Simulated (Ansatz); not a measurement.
Crystal: YbSe4, coordinates from a relaxation with DFT PBE, scalar-relativistic, plane waves, PAW (Ansatz 0.2.0); the starting structure was generated, so it need not be a known form of this composition.

```cif
data_structure
_symmetry_space_group_name_H-M 'P 1'
_symmetry_Int_Tables_number 1
_cell_length_a 5.3333
_cell_length_b 5.3333
_cell_length_c 5.3333
_cell_angle_alpha 90.000
_cell_angle_beta 90.000
_cell_angle_gamma 90.000
_cell_volume 151.70
loop_
_atom_site_label
_atom_site_type_symbol
_atom_site_fract_x
_atom_site_fract_y
_atom_site_fract_z
_atom_site_occupancy
Yb1 Yb 0.50000 0.50000 0.50000 1
Se1 Se 0.00000 0.00000 0.00000 1
Se2 Se 0.50000 0.50000 0.00000 1
Se3 Se 0.50000 0.00000 0.50000 1
Se4 Se 0.00000 0.50000 0.50000 1
```

What does its first Brillouin zone look like, and which path through it is standard?

Answer. It has a simple cubic lattice (cP; extended symbol cP2). The zone is a cube: 6 faces (6 with 4 edges), 12 edges, 8 vertices. Path: Γ–X–M–Γ–R–X | R–M.

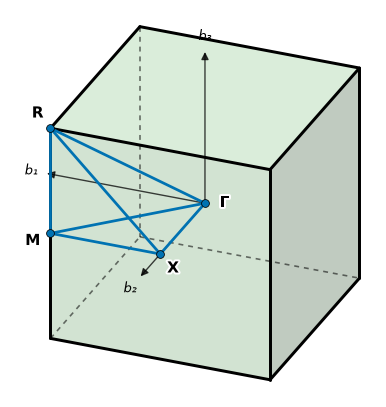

Labels and path follow the convention of Hinuma et al. (2017), as computed by seekpath; the arrows show the directions of the reciprocal primitive vectors b₁, b₂, b₃, in which coordinates are given; lengths include the factor 2π.

| point | k₁ | k₂ | k₃ | length of k (1/Å) |
| --- | --- | --- | --- | --- |
| Γ | 0 | 0 | 0 | 0.000 |
| R | 1/2 | 1/2 | 1/2 | 1.020 |
| M | 1/2 | 1/2 | 0 | 0.833 |
| X | 0 | 1/2 | 0 | 0.589 |
